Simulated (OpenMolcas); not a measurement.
```
&GATEWAY
Basis set
Pr.ANO-RCC-VDZP.
Pr1 0.0 0.0 0.0 Angstrom
End of basis
Basis set
F.ANO-RCC-VDZP.
L1 1.514967 1.514967 1.514967 Angstrom
L2 1.514967 1.514967 -1.514967 Angstrom
L3 1.514967 -1.514967 1.514967 Angstrom
L4 1.514967 -1.514967 -1.514967 Angstrom
End of basis
Basis set
Sr.EMB-AIMP.Pascual.0s.0s.ECP.SrF2.
PseudoCharge
* 21 symmetry-unique lattice sites within 7.6 angstrom
End of basis
Basis set
F.EMB-AIMP.Pascual.0s.0s.ECP.SrF2.
PseudoCharge
* 40 symmetry-unique lattice sites within 7.6 angstrom
End of basis
Symmetry
XYZ
AngMom=0.0 0.0 0.0
AMFI
RICD
XField
1348 Angstrom 0
* Evjen-weighted lattice charges
&SEWARD
&RASSCF
FileOrb=start.orb
Symmetry=1
Spin=3
nActEl=2 0 0
Inactive=35 32
Ras2=0 7
CIRoot=21 21 1
SDav=21
CIMx=300
Iter=150 100
PrWF=0.3
OrbListing=Nothing
MaxOrb=0
LevShft=1.0
>>> COPY $Project.JobIph JOB001
&RASSCF
FileOrb=start.orb
Symmetry=1
Spin=1
nActEl=2 0 0
Inactive=35 32
Ras2=0 7
CIRoot=28 28 1
SDav=28
CIMx=300
Iter=150 100
PrWF=0.3
OrbListing=Nothing
MaxOrb=0
CIOnly
LevShft=1.0
>>> COPY $Project.JobIph JOB002
&RASSI
NrOfJobIphs=2 21 27
1 2 3 4 5 6 7 8 9 10 11 12 13 14 15 16 17 18 19 20 21
1 2 3 4 5 6 7 8 9 10 11 12 13 14 15 16 17 18 19 20 21 22 23 24 25 26 27
IphNames
JOB001
JOB002
EJob
SpinOrbit
DIPRint=1.0
SOCoupling=1000.0
Subsets=2
Property=9
'ANGMOM' 1 'ANGMOM' 2 'ANGMOM' 3 'MLTPL  1' 1 'MLTPL  1' 2 'MLTPL  1' 3
'AMFI' 1 'AMFI' 2 'AMFI' 3
SOProperty=3
'ANGMOM' 1 'ANGMOM' 2 'ANGMOM' 3
```

Launched with:
```bash
OMP_NUM_THREADS=1 MOLCAS_MEM=2457 MOLCAS_PROJECT=a pymolcas a.inp > a.log  # once for each step of the input, in one work folder
```

Level of the calculation: state-averaged CASSCF, active space 2 electrons in the shell 4f, basis ANO-RCC-VDZP on all atoms, DKH2 scalar Hamiltonian, spin-orbit coupling by RASSI with atomic mean-field integrals (OpenMolcas).

Pr³⁺ (4f²) as a dopant in SrF₂, a cluster with its 8 nearest F⁻ at 2.624 Å (cube) embedded in model potentials and point charges; the geometry was set, not optimised. The cluster and the levels that result:

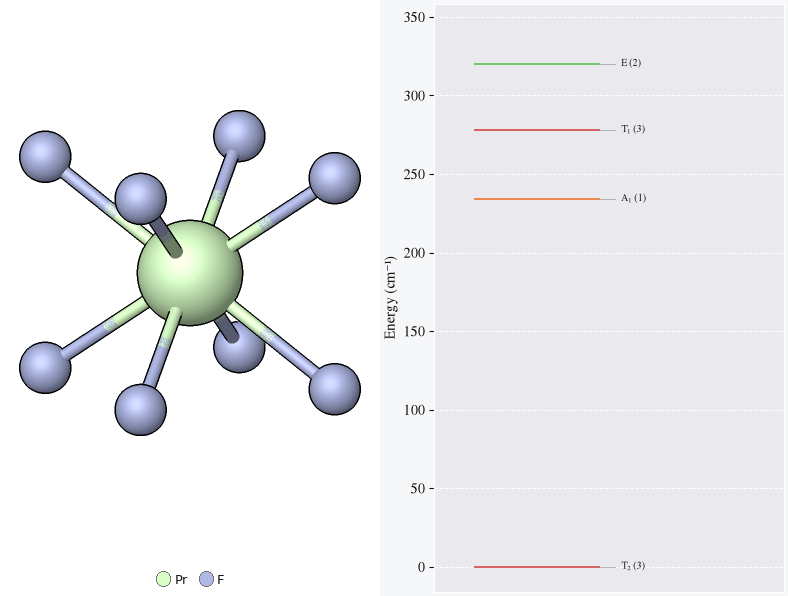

Labels give the representation in O, Td, D4 or D3 as the site allows (double group for half-integer spin) where it could be assigned and, in brackets, the degeneracy; spin-free states, where drawn, share the zero of the spin-orbit levels.

The ground level is T₂, 3-fold degenerate, 98 % from states of spin multiplicity 3, effective J = 4.01, with |mJ| = 3 the largest share (58 %). The next level lies at 234 cm⁻¹ (A₁). The lowest J multiplet spreads over 320 cm⁻¹. The active orbitals hold 99 to 100 % metal character (Löwdin), and the Mulliken charge of the metal is +2.33.

Caveat: the geometry is set by hand, with no relaxation and no charge compensation.
